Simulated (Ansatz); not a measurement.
```yaml
crystal:
  periodic: [false, false, false]
  atoms:
    - {symbol: F, position_ang: [-1.411171, 0.713323, 0.326039]}
    - {symbol: Si, position_ang: [-0.008603, 0.100086, -0.073647]}
    - {symbol: Cl, position_ang: [1.708762, 0.694290, 1.182243]}
    - {symbol: Br, position_ang: [-0.292974, -2.015164, -0.560849]}
    - {symbol: H, position_ang: [0.517685, 0.826574, -1.236193]}
basis:
  gaussian: {orbitals: def2-TZVPP}
hamiltonian: {xc: pbe, dispersion: d4}
```

Geometry: moved along internal coordinates away from the minimum.

What structure does this define?

The molecule is BrClFHSi. Its SMILES string is `F[Si@@H](Cl)Br`. Among its groups: Si–H bond.

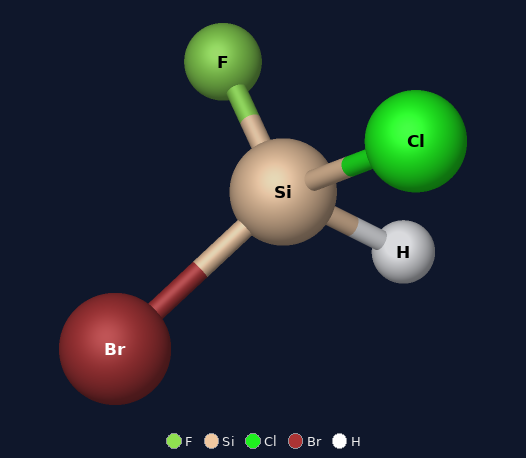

(Drawn from a calculation with Ansatz.)
